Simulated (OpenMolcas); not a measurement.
**CH5BClN (SMILES CNBCl) at 6 levels**

We compute a comparison of 6 runs (HF/STO-3G, HF/def2-SVP, M06-L/def2-SVP, PBE/def2-SVP, revPBE/def2-SVP, CCSD(T)/def2-SVP) of CH5BClN. 

The results are computed with OpenMolcas 26.06.

1 further run of the same task is left out (set aside as unsound or not needed).

## (1) The system as given

The species is CH5BClN (9 atoms), meant as a singlet with charge 0. As SMILES, `CNBCl`. Geometry: relaxed at PBE0-D4/def2-TZVP. This is one conformer, not always the lowest.

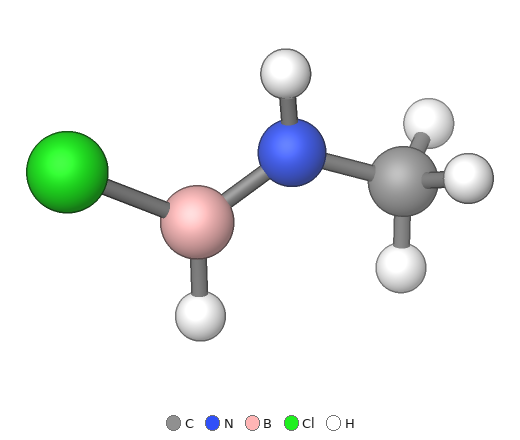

Viewed from a chosen angle; carbon grey, nitrogen blue, boron pink, chlorine green, hydrogen white.

## (2) Energy and gradient at HF/STO-3G (run 1)

struct.xyz

```xyz
9

C      0.510100     0.482100    -0.973400
N     -0.407900    -0.226000    -0.111700
B     -0.261100    -0.415200     1.248200
Cl    -1.495300    -1.314500     2.144800
H      0.907000    -0.170400    -1.756500
H      0.027900     1.338900    -1.452800
H      1.346700     0.849900    -0.380000
H     -1.220500    -0.605500    -0.573900
H      0.681600     0.014200     1.838200
```

calc.inp

```
* CH5BClN Hartree-Fock

&GATEWAY
  BasLib
  $CurrDir
  Coord
  struct.xyz
  Basis
  STO-3G
  Group
  NoSym

&SEWARD

&SCF
  Thresholds
  1e-10 1e-07 1e-07 1e-05
  PrOrbitals
  1 1

&ALASKA
```

The basis set STO-3G is read from a file made from the Basis Set Exchange's data (not shown).

Launch:

```bash
$ export MOLCAS_MEM=1860
$ pymolcas calc.inp > calc.log
```

Standard output:

```text
--- Start Module: gateway ---
[...]
--- Stop Module: gateway /rc=_RC_ALL_IS_WELL_ ---
[...]
      Basis functions           29
[...]
--- Start Module: scf ---
[...]
       Convergence after  11 Iterations
[...]
::    Total SCF energy                               -573.1021304647
[...]
      Total spin, S                                     0.0000000000
[...]
      Total electronic charge=   40.000000
      Total            charge=   -0.000000
[...]
      Dipole Moment (debye):
      Origin of the operator (angstrom)=   -0.6881   -0.6035    0.9498
                   X=  1.1995E+00               Y=  1.2900E+00               Z= -2.9313E+00           Total=  3.4199E+00
      Quadrupole Moment (debye*angstrom):
[...]
 *              Molecular gradients               *
 **************************************************
  Irreducible representation: a
 ------------------------------------------------------------------------------------------
                              X                       Y                       Z
 ------------------------------------------------------------------------------------------
  C1               -1.73155659086417E-02   -1.30760373550904E-02    1.51003753944607E-02
  N2                4.30862708748869E-03    9.32574457112001E-03   -3.38311325808318E-02
  B3               -2.76352718300568E-02   -1.70592809608852E-02    4.86588471937299E-03
  CL4               1.02001356889687E-02    7.33179585612742E-03   -6.92174594234807E-03
  H5                1.15738807296273E-03   -7.64389272830179E-04   -7.06693289298510E-04
  H6               -1.65002510075896E-04    1.50039493773768E-03   -2.45045112557518E-04
  H7                1.01533956941902E-03    3.49124156341807E-04    1.16052151729518E-03
  H8                1.12466280631280E-02    4.55228942972452E-03    9.88663647884369E-03
[...]
```

Wall time 2.5 s (1 thread of AMD EPYC 7R43 (Zen 3), shared host); peak memory 0.37 GiB.

## (3) Energy and gradient at HF/def2-SVP (run 2)

job.inp

```
&GATEWAY
  BasLib = $CurrDir
  Coord
  9
  angstrom
  C        0.510100       0.482100      -0.973400
  N       -0.407900      -0.226000      -0.111700
  B       -0.261100      -0.415200       1.248200
  Cl      -1.495300      -1.314500       2.144800
  H        0.907000      -0.170400      -1.756500
  H        0.027900       1.338900      -1.452800
  H        1.346700       0.849900      -0.380000
  H       -1.220500      -0.605500      -0.573900
  H        0.681600       0.014200       1.838200
  Basis = def2-SVP
  Group = NoSym

&SEWARD

&SCF
  Thresholds = 1e-10 1e-07 1e-07 1e-05
  PrOrbitals = 1 1

&ALASKA
```

The basis set def2-SVP is read from a file made from the Basis Set Exchange's data (not shown).

Launch:

```bash
$ export MOLCAS_MEM=1860
$ pymolcas job.inp > job.log
```

Standard output:

```text
--- Start Module: gateway ---
[...]
--- Stop Module: gateway /rc=_RC_ALL_IS_WELL_ ---
[...]
      Basis functions           85
[...]
--- Start Module: scf ---
[...]
       Convergence after  14 Iterations
[...]
::    Total SCF energy                               -579.2651962182
[...]
      Total spin, S                                     0.0000000000
[...]
      Total electronic charge=   40.000000
      Total            charge=   -0.000000
[...]
      Dipole Moment (debye):
      Origin of the operator (angstrom)=   -0.6881   -0.6035    0.9498
                   X=  7.8135E-01               Y=  9.7621E-01               Z= -2.5824E+00           Total=  2.8692E+00
      Quadrupole Moment (debye*angstrom):
[...]
 *              Molecular gradients               *
 **************************************************
  Irreducible representation: a
 ------------------------------------------------------------------------------------------
                              X                       Y                       Z
 ------------------------------------------------------------------------------------------
  C1               -4.09738116270653E-04   -2.39339231103752E-04    2.04148766344225E-04
  N2                5.55090616219195E-03    2.12666654050708E-03    5.40746036176998E-03
  B3               -3.76572168302758E-03   -2.84599365967786E-03    3.25869598538864E-03
  CL4               5.49661644287269E-03    4.16772295499435E-03   -4.80590501544320E-03
  H5                2.98768192722232E-04   -1.11986165498013E-03   -7.34218610411563E-04
  H6               -9.08815159035070E-04    9.49083678167817E-04   -3.15471776910048E-04
  H7                6.22399774109272E-04    1.75603682717185E-05    1.67767173685740E-03
  H8               -6.14886059819852E-03   -2.83216375631135E-03   -3.67128587116117E-03
[...]
```

Run time: 11 s. Hardware: 1 thread of AMD EPYC 7R43 (Zen 3), shared host; peak memory 0.47 GiB.

Runs 3 to 4 aren't shown in full; the table further down has their settings and results.

## (4) Energy and forces at revPBE/def2-SVP (run 5)

coord.xyz

```xyz
9

C      0.510100     0.482100    -0.973400
N     -0.407900    -0.226000    -0.111700
B     -0.261100    -0.415200     1.248200
Cl    -1.495300    -1.314500     2.144800
H      0.907000    -0.170400    -1.756500
H      0.027900     1.338900    -1.452800
H      1.346700     0.849900    -0.380000
H     -1.220500    -0.605500    -0.573900
H      0.681600     0.014200     1.838200
```

mol.inp

```
* CH5BClN Kohn-Sham DFT

&gateway
  baslib
  $CurrDir
  coord
  coord.xyz
  basis
  def2-SVP
  group
  NoSym

&seward
  gridinput
  Grid=UltraFine
  End of Grid

&scf
  ksdft
  revPBE
  thresholds
  1e-10 1e-07 1e-07 1e-05
  prorbitals
  1 1

&alaska
```

The basis set def2-SVP is read from a file made from the Basis Set Exchange's data (not shown).

Launch:

```bash
$ export MOLCAS_MEM=1860
$ pymolcas mol.inp > mol.log
```

Standard output:

```text
--- Start Module: gateway ---
[...]
--- Stop Module: gateway /rc=_RC_ALL_IS_WELL_ ---
[...]
      Basis functions           85
[...]
--- Start Module: scf ---
[...]
       Convergence after  15 Iterations
[...]
::    Total KS-DFT energy                            -580.6395669292
[...]
      Total spin, S                                     0.0000000000
[...]
      Total electronic charge=   40.000000
      Total            charge=   -0.000000
[...]
      Dipole Moment (debye):
      Origin of the operator (angstrom)=   -0.6881   -0.6035    0.9498
                   X=  4.8016E-01               Y=  8.2425E-01               Z= -2.6981E+00           Total=  2.8617E+00
      Quadrupole Moment (debye*angstrom):
[...]
 *              Molecular gradients               *
 **************************************************
  Irreducible representation: a
 ------------------------------------------------------------------------------------------
                              X                       Y                       Z
 ------------------------------------------------------------------------------------------
  C1                2.93788283336482E-03    2.14533336880240E-03   -2.00605885788185E-03
  N2               -4.14417065300321E-03   -3.35787709371888E-03    4.64220163826923E-03
  B3                1.66662293799114E-03    2.67465378327580E-03   -8.43209659609467E-03
  CL4               6.64068239530557E-03    4.98222273349036E-03   -5.54038348753494E-03
  H5               -4.80189957898536E-03    6.11005587970537E-03    9.20467471110742E-03
  H6                4.29013548671375E-03   -9.50441265744795E-03    6.06676192666900E-03
  H7               -9.01277131187594E-03   -4.21634934523007E-03   -5.15280632236537E-03
  H8                1.06900957411522E-02    4.97624902624061E-03    6.18033341220725E-03
[...]
```

Run time: 40 s. Hardware: 1 thread of AMD EPYC 7R43 (Zen 3), shared host; peak memory 0.47 GiB.

## (5) A single-point energy at CCSD(T)/def2-SVP (run 6)

calc.inp

```
&GATEWAY
BASLIB=$CurrDir
COORD
9
angstrom
C        0.510100       0.482100      -0.973400
N       -0.407900      -0.226000      -0.111700
B       -0.261100      -0.415200       1.248200
Cl      -1.495300      -1.314500       2.144800
H        0.907000      -0.170400      -1.756500
H        0.027900       1.338900      -1.452800
H        1.346700       0.849900      -0.380000
H       -1.220500      -0.605500      -0.573900
H        0.681600       0.014200       1.838200
BASIS=def2-SVP
GROUP=NoSym
&SEWARD
&SCF
THRESHOLDS=1e-10 1e-07 1e-07 1e-05
PRORBITALS=1 1
&RASSCF
FILEORB=$Project.ScfOrb
SPIN=1
NACTEL=0 0 0
INACTIVE=20
RAS2=0
OUTORBITALS=Canonical
ORBLISTING=Few
&MOTRA
JOBIPH
FROZEN=8
&CCSDT
CCT
TRIPLES=2
ITERATIONS=80
ACCURACY=1e-08
EXTRAPOLATION=5 4
```

The basis set def2-SVP is read from a file made from the Basis Set Exchange's data (not shown).

Launch:

```bash
$ export MOLCAS_MEM=1860
$ pymolcas calc.inp > calc.log
```

Standard output:

```text
--- Start Module: gateway ---
[...]
--- Stop Module: gateway /rc=_RC_ALL_IS_WELL_ ---
[...]
      Basis functions           85
[...]
       Convergence after  14 Iterations
[...]
::    Total SCF energy                               -579.2651962182
[...]
      Total spin, S                                     0.0000000000
[...]
      Number of active orbitals                  0
[...]
      Spin quantum number                      0.0
[...]
      Active orbitals                            0
[...]
      Number of CSFs                             1
[...]
      Number of root(s) required                 1
[...]
      Convergence after  4 iterations
[...]
      Natural orbitals and occupation numbers for root  1
      ************************************************************************************************************************
      *                                                    Final results                                                     *
      ************************************************************************************************************************
[...]
::    RASSCF root number  1 Total energy:   -579.26519622
[...]
      Total electronic charge=   40.000000
      Total            charge=   -0.000000
[...]
      Dipole Moment (debye):
      Origin of the operator (angstrom)=   -0.6881   -0.6035    0.9498
                   X=  7.8135E-01               Y=  9.7621E-01               Z= -2.5824E+00           Total=  2.8692E+00
      Quadrupole Moment (debye*angstrom):
[...]
--- Start Module: motra ---
[...]
--- Stop Module: motra /rc=_RC_ALL_IS_WELL_ ---
[...]
--- Start Module: ccsdt ---
[...]
      Convergence after                    15  Iterations
      Total energy (diff) :    -579.84209140      -0.00000000
[...]
 METHOD                       : CCSD+T(CCSD)+<T3(1)WT1> = CCSD(T)
[...]
       CCSD     =      -579.8420913982785
[...]
```

Run time: 58 s. Hardware: 1 thread of AMD EPYC 7R43 (Zen 3), shared host; peak memory 0.47 GiB.

## (6) The series

| run | level | integration grid | task | energy (Eh) | dipole moment (D) of the reference | HOMO energy (eV) | LUMO energy (eV) | wall time |
| --- | --- | --- | --- | --- | --- | --- | --- | --- |
| 1 | HF/STO-3G | – | gradient | -573.102130 | 3.42 | -9.47 | 8.17 | 2.5 s |
| 2 | HF/def2-SVP | – | gradient | -579.265196 | 2.87 | -10.93 | 4.27 | 11 s |
| 3 | M06-L/def2-SVP | UltraFine | gradient | -580.754476 | 2.96 | -6.66 | -0.03 | 45 s |
| 4 | PBE/def2-SVP | UltraFine | gradient | -580.404473 | 2.86 | -6.30 | -0.35 | 52 s |
| 5 | revPBE/def2-SVP | UltraFine | gradient | -580.639567 | 2.86 | -6.27 | -0.28 | 40 s |
| 6 | CCSD(T)/def2-SVP | – | energy | -579.857570 | 2.87 | -10.93 | 4.27 | 58 s |

## (7) Results

| quantity | value |
| --- | --- |
| run 6: total energy | -579.85757 Eh |
| run 6: dipole moment (mean-field density) | 2.87 D |
| run 6: HOMO energy (Hartree–Fock orbitals) | -10.93 eV |
| run 6: LUMO energy (Hartree–Fock orbitals) | 4.27 eV |
| run 6: HOMO–LUMO gap (Hartree–Fock orbitals) | 15.19 eV |
| run 6: correlation energy (8 core orbitals frozen) | -592.4 mEh |
| run 6: (T) correction | -15.48 mEh |

**Reading.** Over runs 1, 2, 3, 4, 5 the dipole moment (its size) runs from 2.86 D (PBE/def2-SVP) to 3.42 D (HF/STO-3G). The two ends differ in method and basis. Over runs 1, 2, 3, 4, 5 the HOMO–LUMO gap runs from 5.95 eV (PBE/def2-SVP) to 17.64 eV (HF/STO-3G). Totals of different functionals can't be ranked against each other. In run 1 the basis is minimal, so the values are rough. All runs together took 3.5 min, the longest 58 s.
